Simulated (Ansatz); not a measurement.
The figure comes from a scan of GaSb (zinc blende): the cell is scaled evenly about its relaxed volume V₀. All values below come from PBEsol (plane waves to 420 eV, PAW, scalar-relativistic; Ansatz, an electronic-structure program). k mesh 13×13×13 (Γ-centred), Fermi-Dirac smearing 0.05 eV. Compression counts positive. At this level the bands of GaSb touch or barely overlap; measurements give the solid a gap. GaSb was relaxed with its symmetry unable to fall. Spin-orbit coupling is left out, though Sb is heavy. The PAW data are Ansatz's earlier set. 

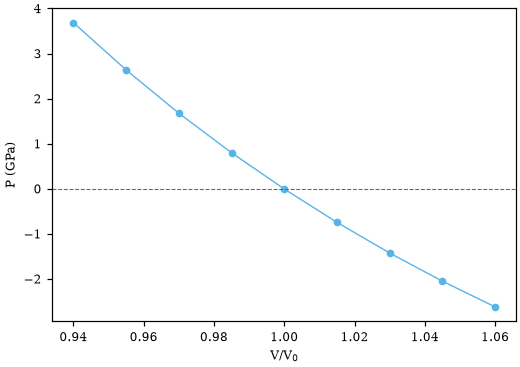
Fig. 1. P (GPa) against V/V₀; computed points joined by lines.

Task: Read the plotted values off the figure, to the accuracy that the plot allows.

Result: To the nearest 0.1:

```
V/V₀   P (GPa)
-----  -------
0.940      3.7
0.955      2.6
0.970      1.7
0.985      0.8
1.000      0.0
1.015     -0.7
1.030     -1.4
1.045     -2.1
1.060     -2.6
```

(A scan under strain: stresses follow from slopes of the energy per volume, elastic moduli from its curvatures.)
